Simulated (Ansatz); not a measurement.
**Single-point calculation of GaH₃BrCl**

System: GaH₃BrCl.
Method: RKS PBE0-D4/def2-TZVPP (Ansatz 0.2.0).

The geometry is the reactant side of a reaction. The reaction was set up to form Ga1–Cl6 and Br2–H5 and to break Ga1–Br2 and H5–Cl6 (atoms counted from 1 in the order of the input); sticks are drawn by distance alone. The geometry comes from this level: PBE0-D4/def2-TZVP.

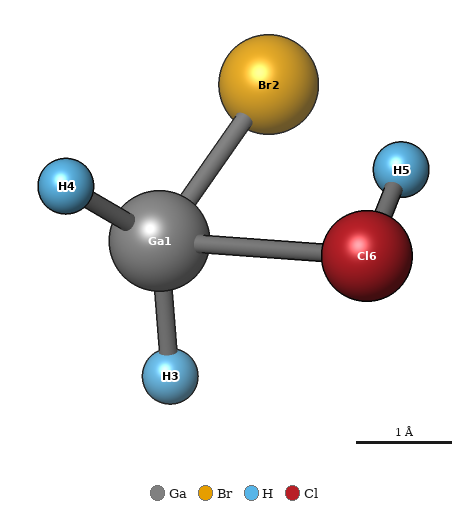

The structure (ball-and-stick view, seen at a tilt; atoms are numbered from 1 in the order of the input). Sticks mark near contacts. Bond lengths as drawn: Br–Ga 2.35 Å, Cl–Ga 2.73 Å, Cl–H 1.30 Å and Ga–H 1.55 Å.

**Input file**
```yaml
crystal:
  periodic: [false, false, false]
  atoms:
    - {symbol: Ga, position_ang: [-0.701483, -0.401183, 0.411473]}
    - {symbol: Br, position_ang: [-0.997532, 1.771028, -0.429801]}
    - {symbol: H, position_ang: [-1.200155, -1.517542, -0.549184]}
    - {symbol: H, position_ang: [-0.361080, -0.443770, 1.928089]}
    - {symbol: H, position_ang: [1.397241, 0.875390, -0.852786]}
    - {symbol: Cl, position_ang: [1.862909, -0.283923, -0.507891]}
basis:
  gaussian: {orbitals: def2-TZVPP}
hamiltonian: {xc: pbe0, dispersion: d4}
output: {orbitals: {seedname: orbitals}}
```

Machine: 4 threads of Arm Neoverse V2, 23 GiB of memory available, shared host.

Launched with:
```bash
ansatz run in.yaml --threads 4 --pin off --events-out ev --progress --plain --max-ram 9574MiB
```

**The program's output**
```
Functional definition: PBE0
  name "PBE0"
  cite "Adamo & Barone, J. Chem. Phys. 110, 6158 (1999) doi:10.1063/1.478522"
  cite "Perdew, Burke & Ernzerhof, Phys. Rev. Lett. 77, 3865 (1996) doi:10.1103/PhysRevLett.77.3865"
  parent pbe
  parameter a = 0.25
  parameter kappa = 0.804
  parameter beta = 0.06672455060314922
  exchange = (1 - a)*pbe_x(kappa = kappa, mu = beta*pi^2/3) + a*exact_x
  correlation = pbe_c(beta = beta)
1328 factors; their error is unknown
mean field evaluation 1: about -134977.2105 eV, gradient 2.4e1 eV
mean field evaluation 2: about -134977.2043 eV, gradient 3.0e1 eV
mean field evaluation 4: about -134977.9640 eV, gradient 4.9e-1 eV
mean field evaluation 8: about -134978.6194 eV, gradient 4.0e-1 eV
mean field evaluation 16: about -134978.6196 eV, gradient 5.9e-5 eV
mean field -134978.61955841 eV, -4960.3727769770 hartree, gradient 5.9e-5 eV, S^2 0.000000; 0 other end points of the search recorded, 0 dependent functions left out
reference -134978.61958683 eV, -4960.3727780216 hartree; 43, 43 occupied and 137, 137 virtual orbitals, 1328 factors
Total energy: -134978.74880849 eV, -4960.3775268299 hartree
```

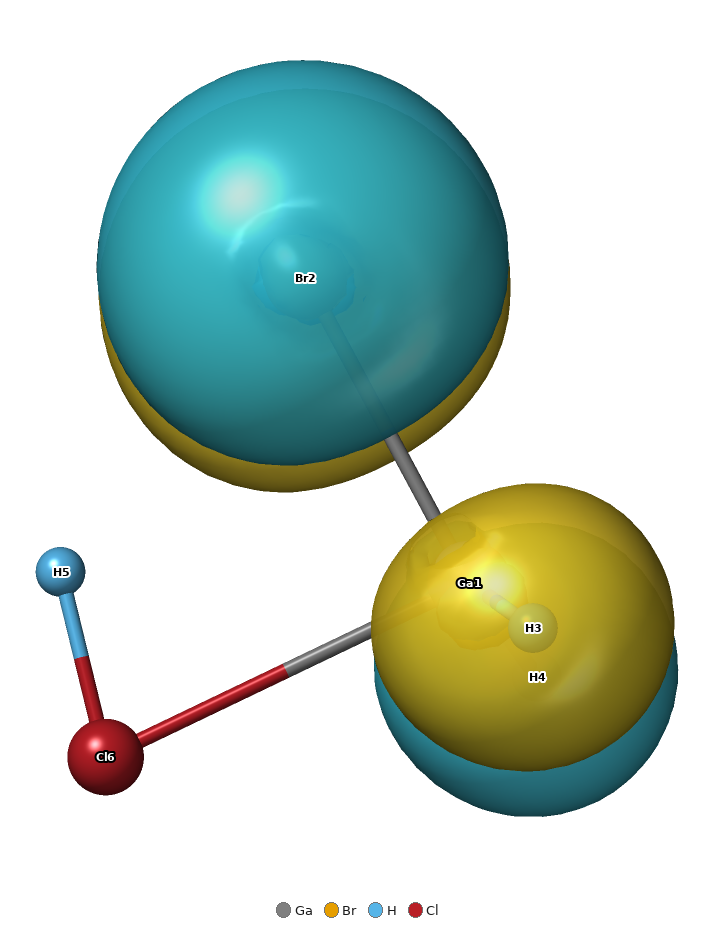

One frontier orbital at ±0.08 Å⁻³ᐟ² (yellow and cyan are the two phases), seen at an oblique angle. The HOMO, at −7.99 eV.

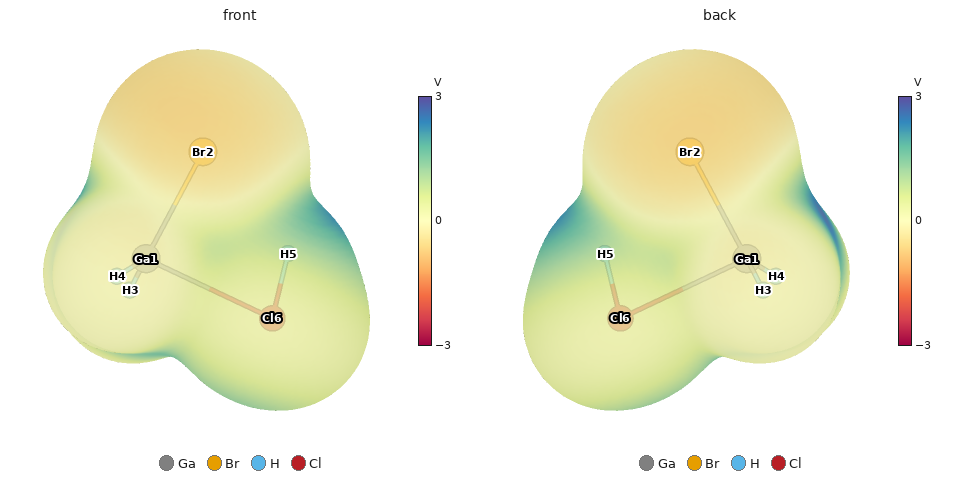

The molecular electrostatic potential painted on the density surface at 0.002 e/bohr³, seen face on and from behind; the colour scale runs from red (negative) to blue (positive).

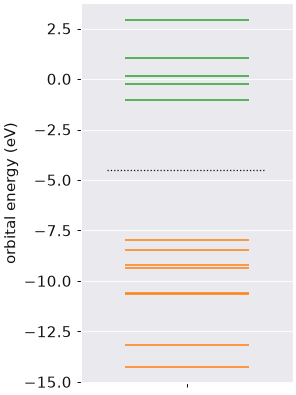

Orbital energies near the frontier; the dotted line parts filled from empty levels, and levels within 0.02 eV of each other stand side by side. Highest filled −7.99 eV, lowest empty −1.03 eV, 6.96 eV apart.

**Key numbers**

| quantity | value |
| --- | --- |
| outcome | converged |
| total energy | −134978.7488 eV |
| mean-field energy | −134978.6196 eV |
| dispersion energy | −0.1292 eV |
| SCF solution under orbital rotations | stable |
| HOMO | −7.99 eV |
| LUMO | −1.03 eV |
| wall time | 1.9 s (CPU time 6.9 s) |
| peak memory | 0.54 GiB |
